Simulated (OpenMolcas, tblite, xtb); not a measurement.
# CH3BClFO (methoxychlorofluoroborane): the vertical energy of the triplet above the singlet, rung by rung

The species is CH3BClFO (8 atoms), meant as a singlet with charge 0. SMILES: `COB(F)Cl`. Geometry: relaxed at PBE0-D4/def2-TZVP. This is one conformer, not always the lowest.

```tsv
atom	x (Å)	y (Å)	z (Å)
C	0.6620	-0.4154	0.8046
O	-0.1223	-0.6545	-0.3475
B	-0.7824	0.2649	-1.0514
F	-1.4666	-0.1299	-2.1088
Cl	-0.8018	1.9856	-0.6585
H	1.7006	-0.6588	0.5760
H	0.3089	-1.0728	1.5997
H	0.5937	0.6237	1.1300
```

Each level gives the vertical energy of the triplet above the singlet (eV). The values are calculated.

| level | kind | program | value (eV) |
| --- | --- | --- | --- |
| GFN2-xTB | semi-empirical | tblite | 7.09 |
| GFN0-xTB | semi-empirical | xtb | 6.15 |
| HF/cc-pVDZ | Hartree–Fock | OpenMolcas | 7.92 |
| SVWN5/cc-pVDZ | LDA | OpenMolcas | 7.44 |
| BLYP/cc-pVDZ | GGA | OpenMolcas | 7.36 |
| r2SCAN/cc-pVDZ | meta-GGA | OpenMolcas | 7.58 |
| M06-2X/cc-pVDZ | hybrid meta-GGA | OpenMolcas | 8.29 |

The values span 6.15 to 8.29 eV. GFN0-xTB: no spin polarisation, so open shells miss the exchange term that lowers them. A triplet this far above the singlet is often a Rydberg-like or dissociative state; sets without diffuse functions put Rydberg states too high.

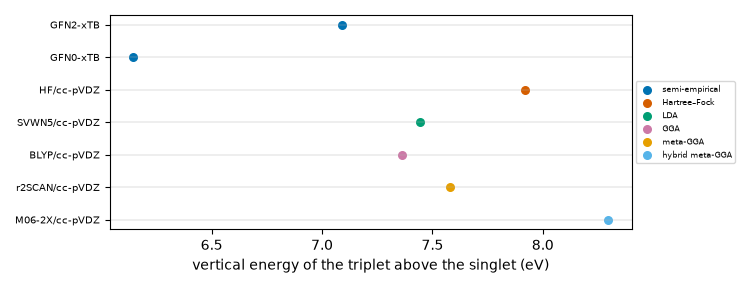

The values of the table, level by level.
